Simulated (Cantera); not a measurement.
Input: 1 mol PbO, 0.45 mol H2, equilibrated at 4400 Pa.

Method: chemical equilibrium by Gibbs-energy minimisation in Cantera with the NASA 1993 tables (ideal gas, pure condensed phases). Candidate condensed phases: H2O, Pb, PbO, PbO2, Pb3O4; 12 gas species. Each liquid is taken as pure. Mutual solubility and eutectic melting of coexisting phases are not modelled. Gases not in the tables: (PbO)n polymers. Rates play no part.

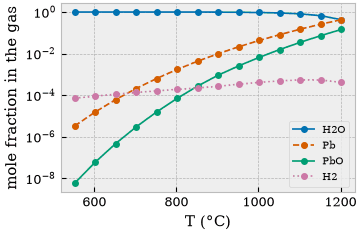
Figure: Equilibrium gas composition (values under 1e-9 drawn at 1e-9)

From 552 °C to 852 °C the condensed part is Pb(l) + PbO(yellow). From 902 °C to 1152 °C the condensed part is Pb(l) + PbO(l). At 1202 °C the condensed part is PbO(l).
